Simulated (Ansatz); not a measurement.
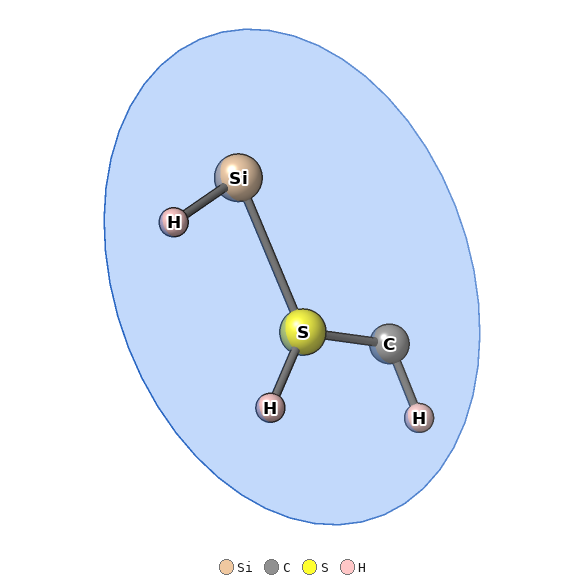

All proper rotation axes (lines) and mirror planes (discs) of the structure are drawn in. Atoms fade into the background with distance from the viewer. State: charge +1, singlet. Computed geometry: PBE0-D4/def2-TZVP optimisation. No frequency run is at hand to confirm it as a minimum.

Name the symmetry elements and the point group.

It has 1 mirror plane. Point group Cs. The group has 2 operations. The geometry is achiral, and symmetry allows a dipole moment.
